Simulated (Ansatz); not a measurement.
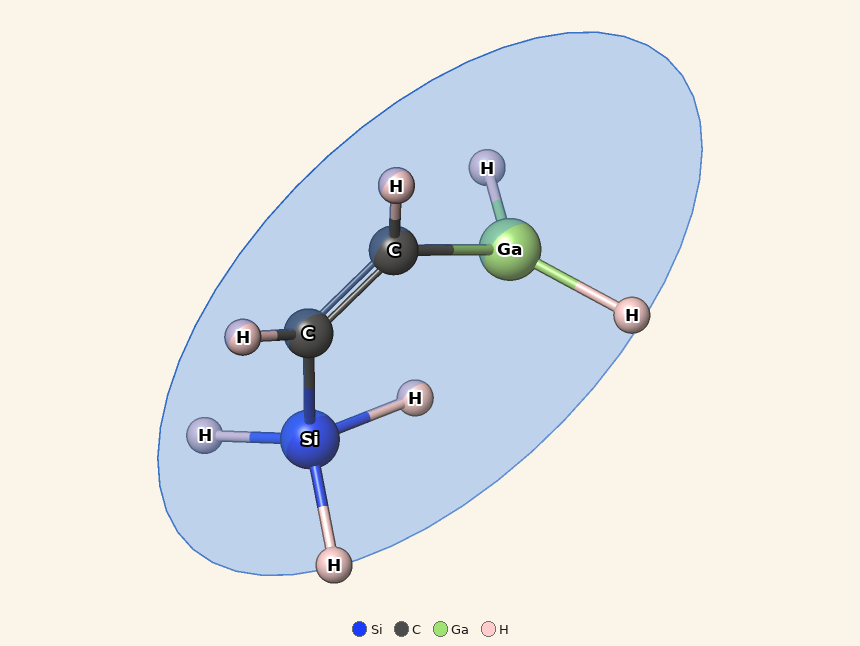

All proper rotation axes (lines) and mirror planes (discs) of the structure are drawn in. Distant atoms are faded towards the background colour. The geometry was computed by an optimisation with PBE0-D4/def2-TZVP. No frequency run is at hand to confirm it as a minimum.

Question: Name the symmetry elements and the point group.

Answer: It has 1 mirror plane. Point group Cs. The group has 2 operations. The geometry is achiral, and symmetry allows a dipole moment.
